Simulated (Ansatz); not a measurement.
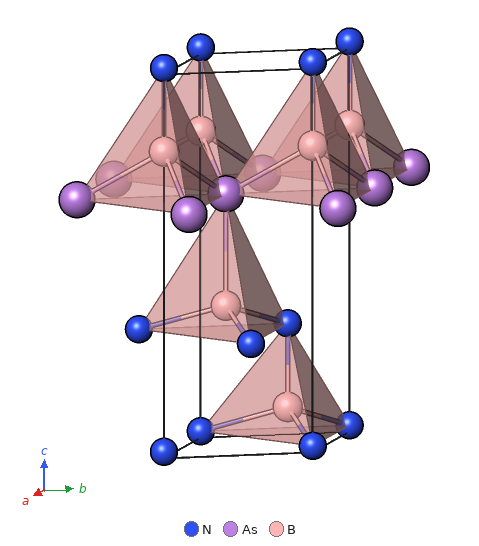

The figure gives a polyhedral picture of the atoms, viewed slightly off an axis. The conventional unit cell is outlined; an atom on or near a face, edge or corner is repeated at each equivalent position. A few atoms beyond the faces are included.

B₃AsN₂, space group P3m1 (No. 156), a = 2.843 Å, b = 2.843 Å, c = 7.104 Å, α = 90.00°, β = 90.00°, γ = 120.00°. Source of the structure: a structure type filled with these elements by a generator (whether the compound takes this form wasn't checked). Earlier steps of the study, as a rule a relaxation of our own, may have changed the cell and positions, so they can lie some per cent off the listed ones. A calculation with Ansatz used it as input.

This one geometry was computed with Ansatz (DFT, plane waves, PAW) at three levels of theory: PBE, r2SCAN and PBE with spin-orbit coupling. It was relaxed beforehand with r2SCAN.

**Which level gives the highest pressure at this volume, and what does that say about its equilibrium volume?**

Highest: PBE (3.0 GPa) and PBE with spin-orbit coupling (3.0 GPa), which points to the largest equilibrium volume. Lowest, with the smallest volume: r2SCAN (0.0 GPa). Levels within 0.5 GPa of each other can't be told apart.

**How does the band gap change with the level of theory?**

All levels give a metal, though semilocal functionals underestimate gaps and can close a small one.

**Collect the results in a table.**

| level | cutoff (eV) | k-mesh of the run's cell | gap (eV) | pressure (GPa) |
| --- | --- | --- | --- | --- |
| PBE | 420 | 12×12×4 | metal | 3.0 |
| r2SCAN | 500 | 12×12×4 | metal | 0.0 |
| PBE with spin-orbit coupling | 420 | 12×12×4 | metal | 3.0 |

Gaps are taken on the k-mesh or band path of each run.
